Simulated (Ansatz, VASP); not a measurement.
## Cross-check of ZrGeS between VASP and Ansatz

Aim: how closely do two programs agree when they are given the same cell, functional and k mesh? Valence electrons are named where the data sets of a main pair hold unlike numbers.

Calculated with Ansatz 0.2.0; plane waves, with VASP 6.6.1 beside it; single point at r2SCAN and band structure at r2SCAN.

### Step 1. The structure

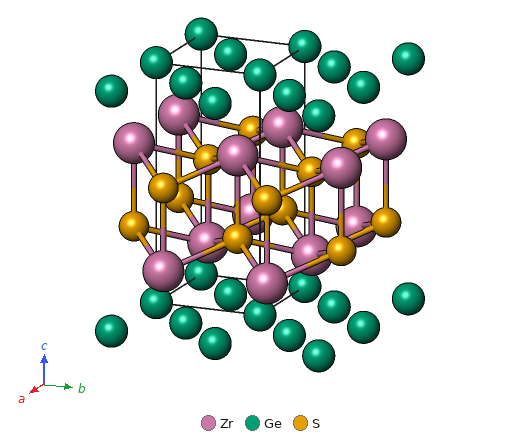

Start, viewed slightly off an axis; zirconium pink, germanium teal, sulfur orange. 2×2×1 cells are drawn. Some periodic images of atoms are drawn too.

Structure file:

```xyz
6
Lattice="3.6260 0.0000 0.0000 0.0000 3.6260 0.0000 0.0000 0.0000 8.0190" Properties=species:S:1:pos:R:3 pbc="T T T"
Zr    0.0000    1.8130    2.2132
Zr    1.8130    0.0000    5.8058
Ge    0.0000    0.0000    0.0000
Ge    1.8130    1.8130    0.0000
S     0.0000    1.8130    4.9878
S     1.8130    0.0000    3.0312
```

### Step 2. VASP: single point, r2SCAN

A single point gives forces, pressure and levels at one fixed geometry, so differences don't come from the geometry; what else differs is listed under the comparison.

Lines of VASP's logs that name or quote its potential files are left out, and so is its time.

Contents of INCAR:

```
SYSTEM = ZrGeS
PREC = Accurate
ENCUT = 410
EDIFF = 1E-06
NELM = 100
ISMEAR = -1
SIGMA = 0.05
LREAL = .FALSE.
ALGO = Normal
METAGGA = R2SCAN
LASPH = .TRUE.
NBANDS = 39
LORBIT = 11
LWAVE = .FALSE.
LCHARG = .FALSE.
KPAR = 4
ISIF = 2
```

Contents of POSCAR:

```
ZrGeS
1.0
    3.6260000000      0.0000000000      0.0000000000
    0.0000000000      3.6260000000      0.0000000000
    0.0000000000      0.0000000000      8.0190000000
Zr Ge S
2 2 2
Direct
    0.0000000000      0.5000000000      0.2760000000
    0.5000000000      0.0000000000      0.7240000000
    0.0000000000      0.0000000000      0.0000000000
    0.5000000000      0.5000000000      0.0000000000
    0.0000000000      0.5000000000      0.6220000000
    0.5000000000      0.0000000000      0.3780000000
```

Contents of KPOINTS:

```
Automatic mesh
0
Gamma
7 7 4
0 0 0
```

Potentials, in the order of the species: Zr_sv, Ge_d and S (PBE family, release 64).

Launch:

```
> mpirun -np 4 vasp_std
```

Numbers of over 12 decimals in the logs are rounded to 6 here.

Output:

```text
[banner, memory and clock lines left out]
running    4 mpi-ranks, on    1 nodes
 distrk:  each k-point on    1 cores,    4 groups
 distr:  one band on    1 cores,    1 groups

 POSCAR found type information on POSCAR ZrGeS
 POSCAR found :  3 types and       6 ions
|                                                                             |
|               ----> ADVICE to this user running VASP <----                  |
|                                                                             |
|     You enforced a specific xc type in the INCAR file but a different       |
|     [... a line on the potential file left out ...]
|     I HOPE YOU KNOW WHAT YOU ARE DOING!                                     |
|                                                                             |

 LDA part: xc-table for (None), standard interpolation
 POSCAR, INCAR and KPOINTS ok, starting setup
 FFT: planning ... GRIDC
 FFT: planning ... GRID_SOFT
 FFT: planning ... GRID
 WAVECAR not read
 entering main loop
       N       E                     dE             d eps       ncg     rms          rms(c)
DAV:   1     0.638281513995E+03    0.63828E+03   -0.27541E+04  2976   0.308E+03
DAV:   2     0.970116099427E+01   -0.62858E+03   -0.60324E+03  2411   0.860E+02
DAV:   3    -0.105484021923E+03   -0.11519E+03   -0.11173E+03  3223   0.205E+02
DAV:   4    -0.115534537936E+03   -0.10051E+02   -0.99738E+01  3552   0.611E+01
DAV:   5    -0.116077574026E+03   -0.54304E+00   -0.54232E+00  3561   0.118E+01    0.228E+01
DAV:   6    -0.968916711692E+02    0.19186E+02   -0.11927E+01  3851   0.421E+01    0.914E+00
DAV:   7    -0.970729950161E+02   -0.18132E+00   -0.21446E+00  2984   0.826E+00    0.370E+00
DAV:   8    -0.971134618492E+02   -0.40467E-01   -0.16688E-01  3540   0.324E+00    0.110E+00
DAV:   9    -0.971136539902E+02   -0.19214E-03   -0.28938E-02  3427   0.113E+00    0.231E-01
DAV:  10    -0.971147704150E+02   -0.11164E-02   -0.29264E-03  3299   0.346E-01    0.149E-01
DAV:  11    -0.971150616238E+02   -0.29121E-03   -0.35186E-04  3180   0.123E-01    0.324E-02
DAV:  12    -0.971150919111E+02   -0.30287E-04   -0.49865E-05  3322   0.562E-02    0.115E-02
DAV:  13    -0.971150922622E+02   -0.35106E-06   -0.54696E-06  2793   0.190E-02
   1 F= -.97115092E+02 E0= -.97111355E+02  d E =-.747375E-02
```

Parts of OUTCAR (step 2):

```text
ion  position               nearest neighbor table
   1  0.000  0.500  0.276-   6 2.69   6 2.69   6 2.69   6 2.69   5 2.77   3 2.86   4 2.86   4 2.86
                             3 2.86
   2  0.500  0.000  0.724-   5 2.69   5 2.69   5 2.69   5 2.69   6 2.77   3 2.86   3 2.86   4 2.86
                             4 2.86
   3  0.000  0.000  0.000-   4 2.56   4 2.56   4 2.56   4 2.56   2 2.86   2 2.86   1 2.86   1 2.86

  LATTYP: Found a simple tetragonal cell.
 ALAT       =     3.6260000000
 C/A-ratio  =     2.2115278544

 Subroutine GETGRP returns: Found 16 space group operations
 (whereof  8 operations were pure point group operations)

The static configuration has the point symmetry D_2d.
 The point group associated with its full space group is D_4h.

 Found     30 irreducible k-points:

   k-points           NKPTS =     30   k-points in BZ     NKDIM =     30   number of bands    NBANDS=     39

   dimension x,y,z NGX =    24 NGY =   24 NGZ =   54
   dimension x,y,z NGXF=    48 NGYF=   48 NGZF=  108

   ENCUT  =  410.0 eV  30.13 Ry    5.49 a.u.   5.99  5.99 13.24*2*pi/ulx,y,z

   NELECT =      64.0000    total number of electrons

 k-points in reciprocal lattice and weights: Automatic mesh
   0.00000000  0.00000000  0.00000000       0.005
   0.14285714  0.00000000  0.00000000       0.020
   0.28571429  0.00000000  0.00000000       0.020
   0.42857143  0.00000000  0.00000000       0.020
   0.14285714  0.14285714  0.00000000       0.020
   0.28571429  0.14285714  0.00000000       0.041
   0.42857143  0.14285714  0.00000000       0.041
   0.28571429  0.28571429  0.00000000       0.020
   0.42857143  0.28571429  0.00000000       0.041
[...]
0.42857143  0.28571429  0.50000000       0.041
   0.42857143  0.42857143  0.50000000       0.020

 average (electrostatic) potential at core
       1 -80.5987       2 -80.5987       3 -74.6916       4 -74.6916       5 -85.8974
       6 -85.8974

 E-fermi :   9.6511

 k-point     1 :       0.0000    0.0000    0.0000
  band No.  band energies     occupation
    ...
     29       6.9151      2.00000
     30       6.9151      2.00000
     31       7.1451      2.00000
     32       8.1513      2.00000
     33       9.2902      1.99854
     34      10.2809      0.00001
     35      10.5304      0.00000
     36      10.7405      0.00000
     37      10.7405      0.00000
     38      10.7636      0.00000
    ...

 k-point     2 :       0.1429    0.0000    0.0000
  band No.  band energies     occupation
    ...
     28       6.4532      2.00000
     29       6.7221      2.00000
     30       7.4420      2.00000
     31       7.7591      2.00000
     32       8.1593      2.00000
     33      10.0354      0.00092
     34      10.3002      0.00000
     35      10.3331      0.00000
     36      10.7246      0.00000
     37      10.8856      0.00000
    ...

 k-point     3 :       0.2857    0.0000    0.0000
  band No.  band energies     occupation
    ...
     28       5.6517      2.00000
     29       7.3211      2.00000
     30       7.8816      2.00000
     31       8.0350      2.00000
     32       8.6570      2.00000
     33      10.1629      0.00007
     34      10.1648      0.00007
     35      10.6503      0.00000
     36      11.3321      0.00000
     37      11.3529      0.00000
    ...

  Total        1.0123466      1.0123466      1.0999153      0.0000000     -0.0000000      0.0000000
  in kB       15.3838138     15.3838138     16.7145245      0.0000000     -0.0000000      0.0000000
  external PRESSURE =      15.8273841 kB  Pullay stress =       0.0000000 kB

  energy-cutoff  :      410.00
  volume of cell :      105.43
      direct lattice vectors                 reciprocal lattice vectors
     3.626000000  0.000000000  0.000000000     0.275785990  0.000000000  0.000000000
     0.000000000  3.626000000  0.000000000     0.000000000  0.275785990  0.000000000
     0.000000000  0.000000000  8.019000000     0.000000000  0.000000000  0.124703828

 POSITION                                       TOTAL-FORCE (eV/Angst)
 -----------------------------------------------------------------------------------
      0.00000      1.81300      2.21324         0.000000     -0.000000     -0.099714
      1.81300      0.00000      5.80576        -0.000000      0.000000      0.099714
      0.00000      0.00000      0.00000        -0.000000      0.000000     -0.000000
      1.81300      1.81300      0.00000        -0.000000     -0.000000     -0.000000
      0.00000      1.81300      4.98782        -0.000000     -0.000000     -0.097037
      1.81300      0.00000      3.03118         0.000000      0.000000      0.097037
 -----------------------------------------------------------------------------------
    total drift:                                0.000000     -0.000000     -0.000000

  FREE ENERGIE OF THE ION-ELECTRON SYSTEM (eV)
  ---------------------------------------------------
  free  energy   TOTEN  =       -97.1150922622 eV

  energy  without entropy=      -97.1076185128  energy(sigma->0) =      -97.11135539

 total charge
# of ion       s       p       d       tot
------------------------------------------
    1        2.136   5.987   1.554   9.677
    2        2.136   5.987   1.554   9.677
    3        1.112   1.350  10.051  12.513
    4        1.112   1.350  10.051  12.513
    5        1.313   2.472   0.000   3.786
    6        1.313   2.472   0.000   3.786
--------------------------------------------------
tot          9.122  19.620  23.210  51.951

[... 3 further parts left out ...]
```

The k-mesh is coarse for a metal. The PAW data sets were made with PBE, which is usual practice but a small mismatch for other functionals.

### Step 3. Ansatz: single point, r2SCAN

Ansatz runs on its default PAW (the set named soft_2) files.

The same cell, functional, mesh and smearing now go to Ansatz, which takes its cutoff from its data sets.

Contents of input.yaml:

```yaml
crystal:
  lattice:
    - [3.626, 0.0, 0.0]
    - [0.0, 3.626, 0.0]
    - [0.0, 0.0, 8.019]
  atoms:
    - { symbol: Zr, position: [0.0, 0.5, 0.276] }
    - { symbol: Zr, position: [0.5, 0.0, 0.724] }
    - { symbol: Ge, position: [0.0, 0.0, 0.0] }
    - { symbol: Ge, position: [0.5, 0.5, 0.0] }
    - { symbol: S, position: [0.0, 0.5, 0.622] }
    - { symbol: S, position: [0.5, 0.0, 0.378] }
hamiltonian:
  xc: r2scan
  pseudopotentials: { kind: paw }
kpoints:
  mp_grid: { grid: [7, 7, 4] }
scf:
  occupations: { method: fermi_dirac, width: 0.05 }
  n_extra_bands: 5
output:
  forces: true
  stress: true
  eigenvalues: true
```

Launch:

```
> ansatz run input.yaml --threads 4 --pin off --max-ram 9216MiB --backend cpu --events-out ev --progress --plain --runs-dir out
```

Output:

```text
scf.n_extra_bands = 5 over 32 filled bands (N_el = 64.0): the run solves 37 bands
Engine: ansatz 0.2.0, aarch64-unknown-linux-gnu
Pseudopotentials: kind: paw
Pseudopotential: Zr, paw, valence charge 12, recommended cutoff 500 eV (meta_gga), Zr.paw.azcp
Pseudopotential: Ge, paw, valence charge 14, recommended cutoff 500 eV (meta_gga), Ge.paw.azcp
Pseudopotential: S, paw, valence charge 6, recommended cutoff 500 eV (meta_gga), S.paw.azcp
Functional definition: r2SCAN
  parameter k0 = 0.174
  parameter k1 = 0.065
  parameter a1 = 4.9479
  exchange = r2scan_x(k0 = k0, k1 = k1, a1 = a1)
  correlation = r2scan_c
Crystal: 6 atoms, lattice volume = 105.433 Å³
Basis set: ecut = 500 eV, 2685 PW (Γ), exchange–correlation on 108×108×240 points (64 copies of the dense FFT grid, shifted against one another)
Bands: 37, of which v1, the nominal top of the filled ones, is band 32 counted from 1 (31 counted from 0)
Symmetry: 16 space group operations
Space group: P4/nmm (ITA 129), of the structure as read, at distance tolerance 4.7e-5 Å
k-points: 30 of 196
Non-local potential: Zr, projectors of the file, l = 0: 3, l = 1: 2, l = 2: 2, l = 3: 2
Non-local potential: Ge, projectors of the file, l = 0: 2, l = 1: 2, l = 2: 3, l = 3: 1
Non-local potential: S, projectors of the file, l = 0: 2, l = 1: 2, l = 2: 2
PAW form: soft (Blöchl's): semilocal exchange-correlation on the pseudo side does not see the compensation charge
PAW frozen core: Zr, regenerated for the run's functional (the file was generated under x = pbe(κ = 0.804, μ = 0.219515), c = pbe(β = 0.066725))
PAW frozen core: Ge, regenerated for the run's functional (the file was generated under x = pbe(κ = 0.804, μ = 0.219515), c = pbe(β = 0.066725))
PAW frozen core: S, regenerated for the run's functional (the file was generated under x = pbe(κ = 0.804, μ = 0.219515), c = pbe(β = 0.066725))
PAW one-centre angular grid: Zr, 590 points (default); XC on 160 Gauss nodes
PAW one-centre angular grid: Ge, 590 points (default); XC on 160 Gauss nodes
PAW one-centre angular grid: S, 302 points (default); XC on 160 Gauss nodes
Initial density: superposition of atomic densities (neutral atoms: chi_scale 0, normalization atom), corrected by the library's trained network
Initial wavefunctions: pseudopotential atomic-orbital guess
Functional: x = r2scan, c = r2scan; τ floored in thin density (d = 2e-4 eV/Å³)
SCF iter   1: F=—  HF=-18815.203821 eV  |F-HF|=—  |Δ(HF+E_count)|=         —  Δρ=8.69e-3  dr2=1.10e-1  dr2_τ=3.70e-2  ethr=1.77e-3  ⟨swp⟩=6.1  Hψ=4660  notcnv=0
preconditioner: auto → Kerker (q_TF=auto, 2.510 Å⁻¹)  [metal: Δε(μ)=0.101 eV  Ē_g=8.073 eV  σ=0.050 eV  W_gap=0.46  n_scr=30 (ndim 8)  ℏωp=19.1 eV  f_vac=0.000  D(μ)=0.83/eV (n_scr^D=2)]
SCF iter   2: F=—  HF=-18815.347038 eV  |F-HF|=—  |Δ(HF+E_count)|=   1.43e-1  Δρ=4.98e-3  dr2=3.14e-2  dr2_τ=1.06e-3  ethr=1.72e-4  ⟨swp⟩=2.5  Hψ=2364  notcnv=0  defer=6
SCF iter   3: F=—  HF=-18815.347483 eV  |F-HF|=—  |Δ(HF+E_count)|=   4.45e-4  Δρ=1.86e-3  dr2=3.28e-3  dr2_τ=2.88e-4  ethr=4.91e-5  ⟨swp⟩=3.0  Hψ=2176  notcnv=0  defer=6
SCF iter   4: F=—  HF=-18815.347957 eV  |F-HF|=—  |Δ(HF+E_count)|=   4.74e-4  Δρ=6.22e-4  dr2=4.73e-4  dr2_τ=1.63e-5  ethr=5.13e-6  ⟨swp⟩=2.0  Hψ=1823  notcnv=0  defer=6
SCF iter   5: F=—  HF=-18815.348055 eV  |F-HF|=—  |Δ(HF+E_count)|=   9.74e-5  Δρ=1.81e-4  dr2=7.44e-5  dr2_τ=3.32e-6  ethr=7.40e-7  ⟨swp⟩=2.0  Hψ=1948  notcnv=0  defer=6
SCF iter   6: F=—  HF=-18815.348063 eV  |F-HF|=—  |Δ(HF+E_count)|=   8.57e-6  Δρ=5.85e-5  dr2=4.98e-6  dr2_τ=3.31e-7  ethr=1.16e-7  ⟨swp⟩=2.0  Hψ=1532  notcnv=0  defer=6
SCF iter   7: F=—  HF=-18815.348064 eV  |F-HF|=—  |Δ(HF+E_count)|=   9.77e-7  Δρ=1.81e-5  dr2=4.43e-7  dr2_τ=1.30e-8  ethr=7.79e-9  ⟨swp⟩=2.1  Hψ=1954  notcnv=0  defer=6
SCF iter   8: F=-18815.348064 eV  HF=-18815.348064 eV  |F-HF|=6.77e-9  |Δ(HF+E_count)|=   1.64e-7  Δρ=4.16e-6  dr2=3.20e-8  dr2_τ=6.91e-10  ethr=1.56e-10  ⟨swp⟩=6.1  Hψ=4712  notcnv=0
SCF 1 converged in 8 iterations: F = -18815.348064 eV  dr2 = 3.20e-8
  greatest PAW one-centre occupation: 0.998 electrons in one spin orbital (limit 2), on the Ge atom at site 3 (counted from 0), in its partial waves of l = 2
SCF converged after 8 iterations
Free energy (F): -18815.348064 eV
Harris-Foulkes:  -18815.348064 eV  (|F-HF|=6.77e-9)
Internal energy: -18815.340663 eV  (E = F + TS)
E sigma→0 (E₀):  -18815.344364 eV
Entropy (-TS):   -0.007402 eV (-1.234 meV/atom)
Fermi energy:    13.850950 eV
--- Per-component energies (eV) ---
  E_band       = -357.594961
  E_kinetic    = 1108.282642
  E_local      = -6735.261822  (includes V_loc(G=0)·N_el)
  E_nonlocal   = 1053.477766
  E_hartree    = 2875.834452
  E_xc         = -639.354569
  E_vxc        = -754.622929  (∫ρ·V_xc dr)
  E_paw        = -11228.313148  (= ΣΔE_a)
  E_vpaw       = -822.007337  (= ΣTr[D̂ρ^β])
  E_aug_tail   = 0.000051  (compensation charges beyond the density's cutoff)
  E_vtau       = 40.872686  (kinetic-family band-sum trace: ∫τ·v_τ [+ j·A + Jᵃ·Aᵃ] dr)
  E_ewald      = -5247.285487
  E_core_change = -2.720548  (= ΣΔE_core)
  E_smearing   = -0.007402  (= −TS)
  E_closure    = -0.000000  (closes the sum)
  Σ components = -18815.348064   (vs F -18815.348064, Δ=0.00e0)
--- Forces (eV/Å), atoms counted from 1 ---
  atom   1  Zr     0.00000000     0.00000000    -0.10013240
  atom   2  Zr     0.00000000     0.00000000     0.10013240
  atom   3  Ge     0.00000000     0.00000000     0.00000000
  atom   4  Ge     0.00000000     0.00000000    -0.00000000
  atom   5  S      0.00000000     0.00000000    -0.09943252
  atom   6  S      0.00000000     0.00000000     0.09943252
  max |Σ_I F_I| component: 0.00e0 eV/Å
--- Stress (GPa, compression-positive) ---
        1.776192       0.000000       0.000000
        0.000000       1.776192       0.000000
        0.000000       0.000000       1.908706
  P = ⅓ Tr σ = 1.8204 GPa (18.204 kbar)
--- Band table (eV; the first three rows and the last of 30) ---
  k-point 0: bands = [... 28 lower, 11.1217, 11.1217, 11.3481, 12.3607, 13.4954, 14.4818, 14.7267, 14.9402, ... 1 higher]
  k-point 1: bands = [... 28 lower, 11.1285, 11.1285, 11.1956, 11.6466, 13.7407, 14.7381, 14.7400, 14.9482, ... 1 higher]
  k-point 2: bands = [... 28 lower, 10.6925, 11.0536, 11.1347, 11.1347, 13.9894, 14.7511, 14.9336, 15.1265, ... 1 higher]
  k-point 29: bands = [... 28 lower, 9.7434, 9.9026, 10.9495, 11.1448, 15.3570, 15.3641, 16.2207, 16.2843, ... 1 higher]
```

The job ended after 5.3 s (4 threads of Arm Neoverse V1, shared host; peak memory 0.67 GiB; 20 s of CPU time).

The run ends at a pressure of 1.82 GPa, with forces up to 0.10 eV/Å.

### Step 4. Comparison

Known differences besides the potentials themselves: VASP keeps PBE cores, Ansatz makes them for the functional; the cutoff is 500 eV in Ansatz and 410 eV in VASP. Total energies have different zeros and are not compared.

Both answers:

```
                                        quantity  Ansatz  VASP  difference
                                  pressure (GPa)    1.82  1.58       +0.24
pressure without Ansatz's Pulay correction (GPa)    1.76  1.58       +0.17
```

Forces (eV/Å; atoms numbered as in POSCAR):

```
atom        Ansatz x, y, z          VASP x, y, z
 Zr1  0.000, 0.000, -0.100  0.000, 0.000, -0.100
 Zr2   0.000, 0.000, 0.100   0.000, 0.000, 0.100
 Ge3   0.000, 0.000, 0.000   0.000, 0.000, 0.000
 Ge4   0.000, 0.000, 0.000   0.000, 0.000, 0.000
  S5  0.000, 0.000, -0.099  0.000, 0.000, -0.097
  S6   0.000, 0.000, 0.099   0.000, 0.000, 0.097
```

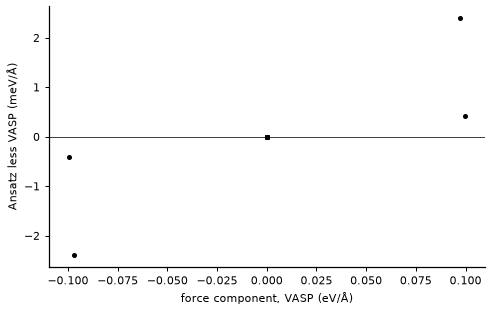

Difference of the force components against their size.

The forces differ by 0.8 meV/Å r.m.s., which is 1.7 % of the r.m.s. force of 0.046 eV/Å (both taken over all components). Ansatz's pressure holds a Pulay correction of 0.06 GPa; VASP's holds none.

(Continued in part 2 of 2.)

[Lines on the potential files, build, host, timing and source positions are cut from VASP's logs without a mark.]

[Logs are printed without paths, hosts, clocks, repeated set-up lines and the standing remarks that a program may print on its own settings, such as how far it seeks lower states.]

[Hosts, paths, dates, database ids (printed as entryN), source tags and the programs' standing remarks are cut or masked in the printed files.]
